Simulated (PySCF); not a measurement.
Vertical excitations of a molecule FH6NOSi2 from TDDFT-B3LYP/def2-SVPD (PySCF), as energy in eV (oscillator strength): 6.59 (0.007), 6.66 (0.047), 6.94 (0.067), 7.15 (0.017), 7.30 (0.092), 7.52 (0.031), 7.77 (0.044), 7.89 (0.004), 8.07 (0.011), 8.11 (0.004). Lowest triplet (TDA): 6.08 eV. Geometry: PBE-D3(BJ)/def2-SVP. Other conformers were not sampled.

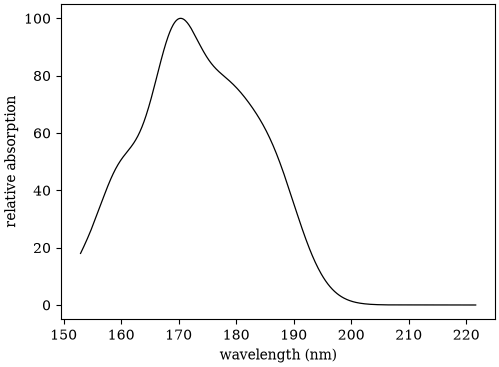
Fig. 1. The lines broadened by 0.4 eV.

Question: Pick the molecule that these values belong to.
A) N[Si@@H](O)[SiH2]F
B) N[Si@@H](F)O[SiH3]
C) O[SiH2]N[SiH2]F
D) N[Si@@](O)(F)[SiH3]

Answer: D, N[Si@@](O)(F)[SiH3]
